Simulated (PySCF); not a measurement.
SMILES C[SiH2]C[SiH2]N(C)C (C4H15NSi2), GFN2-xTB optimised geometry. Atoms within 1.6 Å of the plane z = 1.5 Å (x, y, z in Å): Si4 (-0.24, 0.60, 0.00), N5 (-0.97, -0.09, 1.40), C6 (-1.14, -1.51, 1.57), C7 (-0.88, 0.60, 2.66), H15 (-0.71, 1.99, 0.00), H16 (1.24, 0.60, 0.00), H17 (-2.05, -1.70, 2.15), H18 (-0.30, -1.96, 2.11), H19 (-1.24, -1.99, 0.60), H22 (-0.82, 1.67, 2.49).

Method: PySCF 2.14.0 with CAM-B3LYP/def2-SVP. Cells within 0.4 Å of a nucleus heavier than hydrogen are left out (blank, or x).

Map of the Laplacian of the electron density (e/bohr⁵) on the plane z = 1.5 Å:

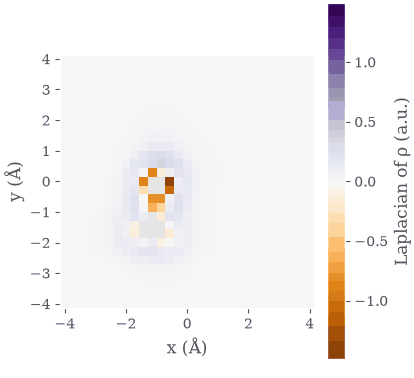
*Laplacian of the electron density (e/bohr⁵) on the plane z = 1.5 Å.*
